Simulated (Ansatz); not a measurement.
# One shape, several levels: GeH2 (SMILES [GeH2])

Wanted: a comparison of 6 runs (B3LYP/STO-3G, CAM-B3LYP/STO-3G, r2SCAN0/STO-3G, CCSD/STO-3G, UCCSD(T)/STO-3G, FCI/STO-3G) of GeH2. 

The calculation is run with Ansatz 0.2.0.

41 further runs of the same task are left out: 7 that didn't finish, 34 set aside as unsound or not needed.

**1. Starting point**

GeH2 has 3 atoms, charge 0, and is taken as a singlet. As SMILES, `[GeH2]`. The H3–Ge1 distance was set to 2.392 Å, away from the relaxed value. At this shape a bond of the SMILES string is far longer than usual.

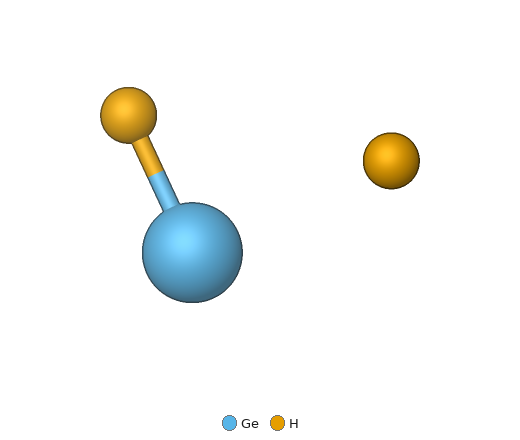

Viewed from a chosen angle; germanium blue, hydrogen amber.

**2. The energy at B3LYP/STO-3G (run 1)**

Input file run.yaml:

```yaml
crystal:
  periodic: [false, false, false]
  atoms:
    - {symbol: Ge, position_ang: [-0.748710, 1.182045, -0.272901]}
    - {symbol: H, position_ang: [0.604390, 1.520545, 0.499799]}
    - {symbol: H, position_ang: [-0.212900, -1.148700, -0.245300]}
basis:
  gaussian:
    orbitals: STO-3G
hamiltonian:
  xc: {name: B3LYP}
accuracy: high
```

Command:

```console
$ ansatz run run.yaml --threads 1 --pin off --max-ram 2610MiB --events-out events.jsonl --progress --plain --runs-dir runs
```

The program printed:

```text
Warning: RAYON_NUM_THREADS=1 ignored (pool sized by the plan → 1); use --threads N
Functional definition: B3LYP
  name "B3LYP"
  parameter a0 = 0.2
  parameter ax = 0.72
  parameter ac = 0.81
  exchange = (1 - a0 - ax)*slater_x + ax*b88_x + a0*exact_x
  correlation = (1 - ac)*vwn_rpa_c + ac*lyp_c
231 factors; integrals over basis functions are off by at most 9.6e-9 eV
mean field evaluation 1: about -55840.3578 eV, gradient 7.4e1 eV
mean field evaluation 2: about -55870.4664 eV, gradient 4.0e1 eV
mean field evaluation 4: about -55891.8365 eV, gradient 1.1e1 eV
mean field evaluation 8: about -55892.4896 eV, gradient 1.2e-1 eV
mean field evaluation 16: about -55892.4605 eV, gradient 8.5e-5 eV
mean field evaluation 32: about -55892.4327 eV, gradient 6.8e-1 eV
mean field -55892.46046512 eV, -2054.0100368227 hartree, gradient 1.3e-8 eV, S^2 0.000000; 4 other end points of the search recorded, 0 dependent functions left out
reference -55892.46048946 eV, -2054.0100377174 hartree; 17, 17 occupied and 3, 3 virtual orbitals, 231 factors
Total energy: -55892.46048946 eV, -2054.0100377174 hartree
```

Wall time 1.1 s (1 thread of AMD EPYC 7R43 (Zen 3), shared host); peak memory 0.099 GiB.

**3. The energy at CAM-B3LYP/STO-3G (run 2)**

Input file in.yaml:

```yaml
basis:
  gaussian:
    orbitals: STO-3G
crystal:
  periodic: [false, false, false]
  atoms:
    - {symbol: Ge, position_ang: [-0.748710, 1.182045, -0.272901]}
    - {symbol: H, position_ang: [0.604390, 1.520545, 0.499799]}
    - {symbol: H, position_ang: [-0.212900, -1.148700, -0.245300]}
hamiltonian:
  xc: {name: CAM-B3LYP}
accuracy: high
magnetization:
  spin_polarized: false
  initial_magnetization: 0
```

Command:

```console
$ ansatz run in.yaml --threads 1 --pin off --max-ram 2610MiB --events-out events.jsonl --progress --plain --runs-dir runs
```

The program printed:

```text
Warning: RAYON_NUM_THREADS=1 ignored (pool sized by the plan → 1); use --threads N
Functional definition: CAM-B3LYP
  name "CAM-B3LYP"
  parameter alpha = 0.19
  parameter beta = 0.46
  parameter omega = 0.33/bohr
[... 1 set-up line as earlier in the session ...]
  exchange = (1 - alpha - beta)*b88_x + beta*b88_x_sr(omega) + alpha*exact_x + beta*exact_x_lr(omega)
  correlation = (1 - ac)*vwn5_c + ac*lyp_c
231 factors; integrals over basis functions are off by at most 9.6e-9 eV
82 factors; integrals over basis functions are off by at most 1.3e-9 eV
mean field evaluation 1: about -55891.3852 eV, gradient 1.6e1 eV
mean field evaluation 2: about -55890.8387 eV, gradient 1.9e1 eV
mean field evaluation 4: about -55893.5709 eV, gradient 2.2e-1 eV
mean field evaluation 8: about -55893.5455 eV, gradient 8.1e-2 eV
mean field evaluation 16: about -55893.5463 eV, gradient 1.7e-3 eV
mean field evaluation 32: about -55893.2265 eV, gradient 6.3e0 eV
mean field evaluation 64: about -55882.4720 eV, gradient 5.1e1 eV
mean field -55893.54633713 eV, -2054.0499418830 hartree, gradient 2.5e-9 eV, S^2 0.000000; 6 other end points of the search recorded, 0 dependent functions left out
reference -55893.54634898 eV, -2054.0499423185 hartree; 17, 17 occupied and 3, 3 virtual orbitals, 231 factors
Total energy: -55893.54634898 eV, -2054.0499423185 hartree
```

It took 3.9 s on 1 thread of AMD EPYC 7R43 (Zen 3), shared host; peak memory 0.1 GiB.

Runs 3 to 5 aren't shown in full; the table further down has their settings and results.

**4. The energy at FCI/STO-3G (run 6)**

Input file molecule.yaml:

```yaml
crystal:
  periodic: [false, false, false]
  atoms:
    - {symbol: Ge, position_ang: [-0.748710, 1.182045, -0.272901]}
    - {symbol: H, position_ang: [0.604390, 1.520545, 0.499799]}
    - {symbol: H, position_ang: [-0.212900, -1.148700, -0.245300]}
basis:
  gaussian:
    orbitals: STO-3G
magnetization:
  spin_polarized: false
  initial_magnetization: 0
correlation:
  method: fci
  frozen_orbitals: {Ge: 9, H: 0}
accuracy: high
```

Command:

```console
$ ansatz run molecule.yaml --threads 1 --pin off --max-ram 2610MiB --events-out events.jsonl --progress --plain --runs-dir runs
```

The program printed:

```text
Warning: RAYON_NUM_THREADS=1 ignored (pool sized by the plan → 1); use --threads N
Functional definition: HF
  name "HF"
  exchange = exact_x
  correlation = 0
231 factors; integrals over basis functions are off by at most 9.6e-9 eV
mean field evaluation 1: about -55854.6756 eV, gradient 1.3e1 eV
mean field evaluation 2: about -55854.6886 eV, gradient 1.2e1 eV
mean field evaluation 4: about -55856.2063 eV, gradient 7.3e-1 eV
mean field evaluation 8: about -55856.2085 eV, gradient 1.1e-5 eV
mean field -55856.20851198 eV, -2052.6778021172 hartree, gradient 9.3e-8 eV, S^2 0.000000; 0 other end points of the search recorded, 0 dependent functions left out; unrestricted orbitals would lower it
mean field evaluation 16: about -55857.1038 eV, gradient 1.4e-1 eV
9 core orbitals not correlated: weight in the atoms' cores, before any rotation towards them, 1.000 or more for the frozen orbitals, at most 0.000 for the correlated occupied ones
reference -55856.20851198 eV, -2052.6778021172 hartree; 8, 8 occupied and 3, 3 virtual orbitals, 231 factors
state -55858.90141180 eV, -2052.7767643605 hartree
Total energy: -55858.90141180 eV, -2052.7767643605 hartree
```

It took 0.46 s on 1 thread of AMD EPYC 7R43 (Zen 3), shared host; peak memory 0.094 GiB.

**5. The series**

```tsv
run	level	frozen core orbitals	energy (Eh)	wall time
1	B3LYP/STO-3G	–	-2054.010038	1.1 s
2	CAM-B3LYP/STO-3G	–	-2054.049942	3.9 s
3	r2SCAN0/STO-3G	–	-2054.122388	1.8 s
4	CCSD/STO-3G	9	-2052.776441	0.3 s
5	UCCSD(T)/STO-3G	9	-2052.776491	1 s
6	FCI/STO-3G	9	-2052.776764	0.46 s
```

**6. Summary of results**

| quantity | value |
| --- | --- |
| run 6: total energy | -2052.77676 Eh |
| run 6: correlation energy (9 core orbitals frozen) | -99.0 mEh |

**Reading.** Against full CI in this basis: CCSD +0.3 mEh; UCCSD(T) +0.3 mEh. Totals of different functionals can't be ranked against each other. In run 4 the log says that unrestricted orbitals would lower the reference, so the values rest on an unstable closed-shell determinant (other closed-shell runs at this shape may share the fault). In runs 1, 2, 3, 4, 5, 6 the basis is minimal, so the values are rough. Spin contamination of the reference: run 5 ⟨S²⟩ = 0.69. Where it is this large, the reference is a mixture of spin states, and values that rest on it are in doubt. All runs together took 8.5 s, the longest 3.9 s.
